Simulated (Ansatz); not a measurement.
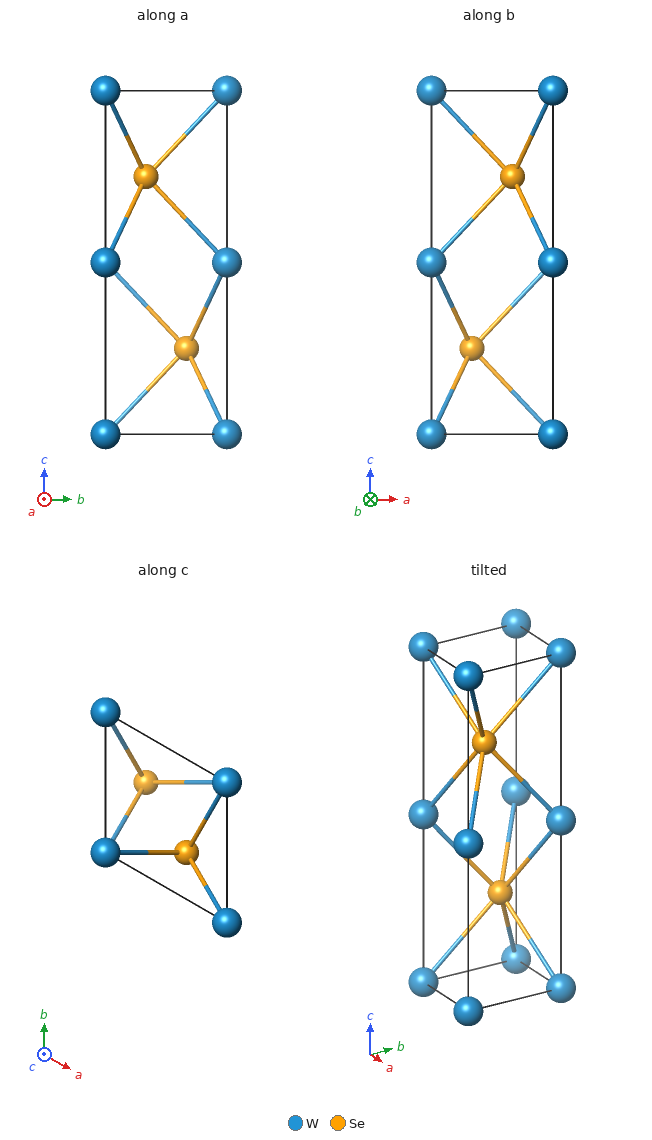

We look at a ball-and-stick model of the crystal along the a axis, along the b axis, along the c axis and slightly off an axis. The outline marks the conventional unit cell.

Lattice parameters: a = 3.343 Å, b = 3.343 Å, c = 8.192 Å, α = 90.00°, β = 90.00°, γ = 120.00°.

Question: Reconstruct the structure as a table of Wyckoff sites.

Answer: Space group P6_3/mmc (No. 194).
```tsv
atom	site	x	y	z
W	2a	0.0000	0.0000	0.0000
Se	2c	0.3333	0.6667	0.2500
```

Provenance: a structure type filled with these elements by a generator (whether the compound takes this form wasn't checked). Earlier steps of the study, as a rule a relaxation of our own, may have changed the cell and positions, so they can lie some per cent off the listed ones. It went into a calculation with Ansatz.

At this level of theory the run's own cell isn't at rest (stretched, at -22 GPa), so its distances can differ from those at equilibrium, the more so the softer the solid.
